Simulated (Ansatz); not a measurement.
One crystal and one scan (scan of one atom of the cell) at two levels, PBE (plane waves to 420 eV, PAW, scalar-relativistic; Ansatz, a quantum-chemistry and plane-wave program) and r2SCAN (plane waves to 500 eV, PAW, scalar-relativistic; Ansatz), each from its own relaxed cell and on its own mesh. The cell shown is that of PBE.

Relaxed TiO$_{2}$ (rutile):

```
CELL_PARAMETERS angstrom
      4.64343     0.00000     0.00000
      0.00000     4.64343     0.00000
      0.00000     0.00000     2.96381
ATOMIC_POSITIONS crystal
  Ti 0.00000 0.00000 0.00000
  Ti 0.50000 0.50000 0.50000
  O  0.30513 0.30513 0.00000
  O  0.80513 0.19487 0.50000
  O  0.19487 0.80513 0.50000
  O  0.69487 0.69487 0.00000
```

In each cell atom 2 (Ti, nearest neighbour O at 1.958 Å; its periodic images, 3.0 Å or more away, move with it) moves by s·(1.000, 0.000, 0.000) (along Cartesian x), the rest being held.

Energies are smeared free energies. TiO2 is run without spin polarisation. TiO2 was relaxed with its symmetry unable to fall. Percentages come from the unrounded values.

```json
[
 {"quantity": "Lattice constant a (Å)", "PBE": "4.643", "r2SCAN": "4.597", "PBE − r2SCAN": "+0.046 (+1.0 %)"},
 {"quantity": "Lattice constant c (Å)", "PBE": "2.964", "r2SCAN": "2.954", "PBE − r2SCAN": "+0.010 (+0.3 %)"},
 {"quantity": "Relaxed volume (Å³/atom)", "PBE": "10.65", "r2SCAN": "10.40", "PBE − r2SCAN": "+0.25 (+2.4 %)"},
 {"quantity": "Force constant k = d²E/ds² at s = 0 (finite differences) (eV/Å²)", "PBE": "14.58", "r2SCAN": "16.61", "PBE − r2SCAN": "-2.03 (-12 %)"}
]
```

PBE gives the higher value for: lattice constant a; lattice constant c; relaxed volume. PBE gives the lower value for: force constant k = d²E/ds² at s = 0. Both give the same shape of the curve: a single well with its minimum at or next to zero displacement. Neither level is exact: the differences show how much the result hangs on the functional.

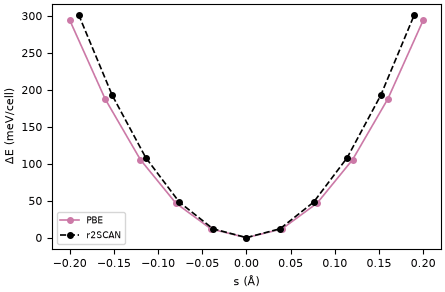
ΔE, each from the undisplaced structure of its own level.

(For displaced atoms, the force is minus the slope of the energy, and its curvature is a force constant, which sets phonon frequencies.)
